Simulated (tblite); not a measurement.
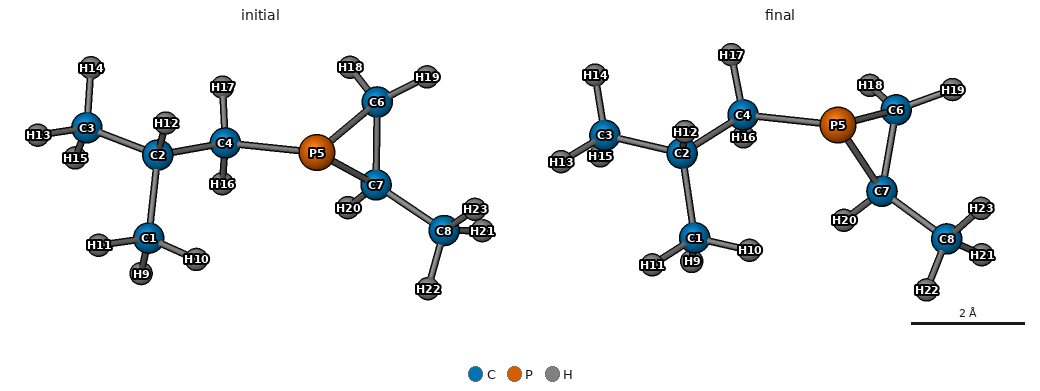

The structure of C$_{7}$H$_{15}$P before (left) and after (right) a relaxation, at one scale.

A ball-and-stick model, seen at a tilt.

All numbers below come from GFN2-xTB geometry optimisation, gas phase (tblite). 

Summarise the run.

Answer. After 176 geometry steps the energy has fallen by 13.5 kJ/mol. The atom that moves furthest after the best rigid fit is H16 (0.84 Å). By element the largest moves are H 0.84 Å, C 0.58 Å, P 0.49 Å. Among the contacts that change: P5–C7 1.831 → 1.855 Å, C1–H11 1.106 → 1.088 Å, C6–C7 1.489 → 1.505 Å, C1–C2 1.540 → 1.525 Å. Bond angles that change, for instance: C8–C7–H20 110.4° → 113.5°, C7–C8–H23 113.1° → 110.4°, C6–C7–H20 118.5° → 116.1°. Groups turn about C4–P5 by about 45°. Cost: 1.2 s on 1 thread of Arm Neoverse V2, on a shared host.
